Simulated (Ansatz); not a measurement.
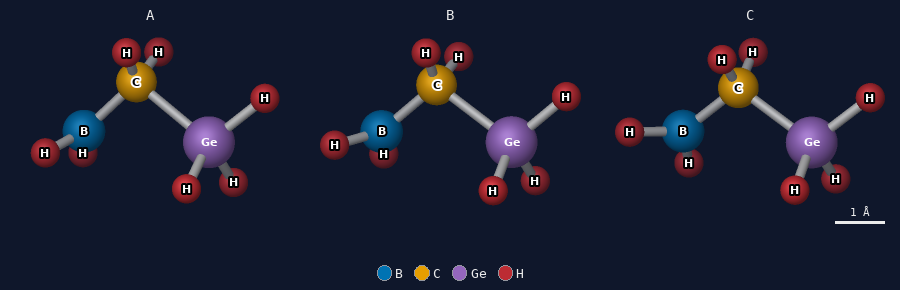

3 geometries from one relaxation of CH7BGe (coarse preliminary run), in shuffled order. A ball-and-stick model, seen at a tilt.

The start comes from a force field.

Level of theory: RKS PBE-D4/def2-SVP in Ansatz 0.2.0. Set-up: force threshold 0.03 eV/Å; at most 200 steps.

### Order the frames from highest to lowest energy.

C, B, A. They are steps 0, 3, 6, at +7.49 kcal/mol, +0.94 kcal/mol relative to the last. After 6 geometry steps the energy has fallen by 7.49 kcal/mol. Largest force component: 2.6 eV/Å at the start, 0.011 eV/Å at the end. An H atom moves most after the best rigid fit: 0.59 Å. Largest moves by element: H 0.59 Å, C 0.14 Å, Ge 0.06 Å, B 0.04 Å. Some distances before and after: B–H 1.120 → 1.220 Å, C–Ge 1.933 → 2.012 Å, Ge–H 1.596 → 1.551 Å, Ge–H 1.507 → 1.549 Å. Bond angles that change, for instance: B–C–Ge 108.8° → 101.1°, B–C–H 109.5° → 117.1°, B–C–H 110.8° → 117.2°. Groups turn about B–C by about 30°. The run took 9.5 s on 2 threads of Arm Neoverse V2, on a shared host.
